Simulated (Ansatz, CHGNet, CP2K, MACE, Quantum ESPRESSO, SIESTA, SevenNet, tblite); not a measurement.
## Na+ TFSI- in propylene carbonate and ethylene carbonate at 330 K (114 atoms): runs against a plane-wave reference

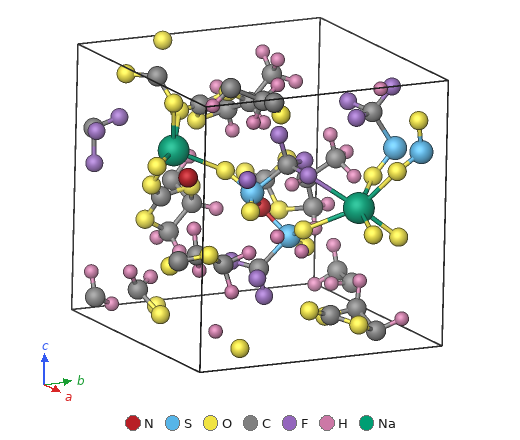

The cell (nitrogen red, sulfur blue, oxygen yellow, carbon grey, fluorine purple, hydrogen pink, sodium teal). Bonds to atoms that aren't drawn are left out. Some periodic images of atoms are drawn too.

Density of this cell: 1.50 g/cm³. The cell holds 114 atoms: 2 N, 4 S, 29 O, 29 C, 12 F, 36 H and 2 Na. Cell: a = 11.218 Å, b = 11.218 Å, c = 11.218 Å, α = 90.0°, β = 90.0°, γ = 90.0°. 4 propylene carbonate, 3 ethylene carbonate, 2 Na+, 2 TFSI- placed at random, at 1.5 g/cm³; overlaps pushed apart, then 10 ps at 550 K with Joung-Cheatham ions (J. Phys. Chem. B 112, 9020 (2008)); MMFF94 bonds, angles, torsions, charges and radii (Halgren, J. Comput. Chem. 17, 490 (1996)) in harmonic and 12-6 forms; charges of ions scaled by 0.8. Snapshot after 30 ps at 330 K and fixed volume. Then every atom was moved at random, 0.05 Å r.m.s. a Cartesian component (hydrogen 0.6 of that).

Geometry: as built.

The reference, a calculation:

```
method                                           : Kohn-Sham DFT, PBE, SSSP efficiency 1.3.0 pseudopotentials, plane waves (Quantum ESPRESSO 7.5); sssp-pbe-1.3.0-efficiency, cutoffs 60/480 Ry, Γ point
r.m.s. force component                           : 3.083 eV/Å
longest force                                    : 18.82 eV/Å
pressure                                         : 6.287 GPa
gap (highest filled to lowest empty level) : 3.766 eV
time                                             : 2.8 min on 4 MPI ranks of Arm Neoverse V2, shared host
CPU time                                         : 11 min
```

**Question.** The same geometry is run in other programs. How far does each lie from the reference, and what does it cost?
- CP2K PBE, SZV-MOLOPT-SR, 800/50 Ry, diagonalisation (CP2K 2026.2; 2 threads)
- CP2K PBE+D3(BJ), DZVP-MOLOPT-SR, 800/50 Ry, diagonalisation (CP2K 2026.2; 4 MPI ranks)
- SIESTA PBE, SZ, shift 0.02 Ry, mesh 500 Ry (SIESTA 5.4.2; 1 thread)
- SIESTA PBE, DZ, shift 0.01 Ry, mesh 500 Ry (SIESTA 5.4.2; 2 MPI ranks)
- tblite GFN2-xTB (tblite 0.8.0; 1 thread)
- CP2K PBE, SZV-MOLOPT-SR, 800/50 Ry, TRS4 filter 1e-03, SCF 1e-04 (CP2K 2026.2; 2 threads)
- SIESTA PBE, SZ, shift 0.02 Ry, mesh 500 Ry, orbital minimisation (SIESTA 5.4.2; 2 MPI ranks)
- SevenNet l3i5 potential (SevenNet l3i5; 1 thread)
- CHGNet r2SCAN potential (CHGNet r2SCAN; 1 thread)
- MACE MP-0b2 small potential (MACE MP-0b2 small; 1 thread)

Differences are against the plane-wave reference, forces as r.m.s. over components; share is that over the reference's r.m.s. force, slope the least-squares factor from reference forces to these. Total energies of different programs have different zeros and aren't compared.

| run | Δ force, r.m.s. (meV/Å) | share (%) | slope | Δ pressure (GPa) | Δ gap (eV) | cores | CPU time | memory (GiB) |
| --- | --- | --- | --- | --- | --- | --- | --- | --- |
| reference | - | - | - | - | - | 4 | 11 min | 3.8 |
| CP2K PBE, SZV-MOLOPT-SR, 800/50 Ry, diagonalisation (coarse) | 3988 | 129 | 1.776 | 24.0 | -1.47 | 2 | 4.2 min | 4.8 |
| CP2K PBE+D3(BJ), DZVP-MOLOPT-SR, 800/50 Ry, diagonalisation | 161 | 5.22 | 1.030 | 0.0287 | 0.0072 | 4 | 5.7 min | 6.4 |
| SIESTA PBE, SZ, shift 0.02 Ry, mesh 500 Ry (coarse) | 3958 | 128 | 1.689 | 29.3 | -1.50 | 1 | 89 s | 0.85 |
| SIESTA PBE, DZ, shift 0.01 Ry, mesh 500 Ry (coarse) | 2217 | 71.9 | 1.341 | 11.4 | -0.342 | 2 | 2.2 min | 1.4 |
| tblite GFN2-xTB | 648 | 21.0 | 0.864 | -5.07 | - | 1 | 7.5 s | 0.15 |
| CP2K PBE, SZV-MOLOPT-SR, 800/50 Ry, TRS4 filter 1e-03, SCF 1e-04 (coarse) | 4056 | 132 | 1.776 | 24.5 | - | 2 | 85 s | 2.6 |
| SIESTA PBE, SZ, shift 0.02 Ry, mesh 500 Ry, orbital minimisation (coarse) | 3958 | 128 | 1.689 | 29.3 | - | 2 | 2.3 min | 1.1 |
| SevenNet l3i5 potential | 353 | 11.5 | 0.954 | -0.997 | - | 1 | 9.7 s | 1.9 |
| CHGNet r2SCAN potential | 558 | 18.1 | 0.871 | -2.33 | - | 1 | 3.9 s | 1.7 |
| MACE MP-0b2 small potential | 361 | 11.7 | 0.947 | -0.0702 | - | 1 | 6 s | 0.71 |

Rows marked coarse were listed beforehand as settings not expected to be converged; some can still land near the reference.

Times of the machine-learned potentials are mostly Python's start and the loading of weights.

CPU time is summed over cores on a shared host, where runs went side by side, so it is rough. Symmetry, cutoffs, thresholds, outputs and thread counts weren't matched or tuned between programs; memory under MPI is the largest rank's times the ranks.

Tight binding differs by 21 % (tblite GFN2-xTB); it is another model, with fitted parameters of its own, and the xTB methods hold dispersion. Machine-learned potentials differ by 11 % (SevenNet l3i5 potential) to 18 % (CHGNet r2SCAN potential); they were trained on other programs' data, some at another functional. Rows with another functional or a dispersion term differ by 5.2 % (CP2K PBE+D3(BJ), DZVP-MOLOPT-SR, 800/50 Ry, diagonalisation), which mixes the change of model with differences of basis and potentials. Runs with settings chosen to be coarse differ by 72 % (SIESTA PBE, DZ, shift 0.01 Ry, mesh 500 Ry) to 132 % (CP2K PBE, SZV-MOLOPT-SR, 800/50 Ry, TRS4 filter 1e-03, SCF 1e-04), their programs' other errors included. Periodic xTB results under one method name differ between programs and library versions. Forces of 3.1 eV/Å r.m.s. are well above thermal ones: they come largely from the bond lengths of the classical model and from the random displacements, and they dominate the comparison. Machine-learned potentials mimic data converged in k, so the reference's own k-point error enters their differences. The network of contacts between molecules at the start is that of the classical potential that made the cell, and needn't be the one that DFT or experiment would give. The electronic-structure runs sample only Γ, in a cell whose shortest periodic width is 11 Å.

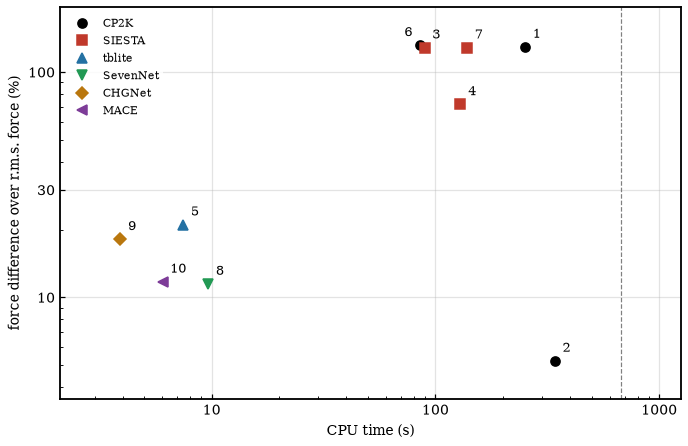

Force difference against CPU time; the dashed line marks the reference's time. Points: 1 CP2K PBE, SZV-MOLOPT-SR, 800/50 Ry, diagonalisation; 2 CP2K PBE+D3(BJ), DZVP-MOLOPT-SR, 800/50 Ry, diagonalisation; 3 SIESTA PBE, SZ, shift 0.02 Ry, mesh 500 Ry; 4 SIESTA PBE, DZ, shift 0.01 Ry, mesh 500 Ry; 5 tblite GFN2-xTB; 6 CP2K PBE, SZV-MOLOPT-SR, 800/50 Ry, TRS4 filter 1e-03, SCF 1e-04; 7 SIESTA PBE, SZ, shift 0.02 Ry, mesh 500 Ry, orbital minimisation; 8 SevenNet l3i5 potential; 9 CHGNet r2SCAN potential; 10 MACE MP-0b2 small potential.

[Logs are printed without paths, hosts, clocks, repeated set-up lines and the standing remarks that a program may print on its own settings, such as how far it seeks lower states.]

[Hosts, paths, dates, database ids (printed as entryN), source tags and the programs' standing remarks are cut or masked in the printed files.]

[The MMFF94 radii named for the starting cell were scaled by 0.96; in molecules described by MMFF94, hydrogen bound to N, O or S took a small fixed 12-6 site in their place.]
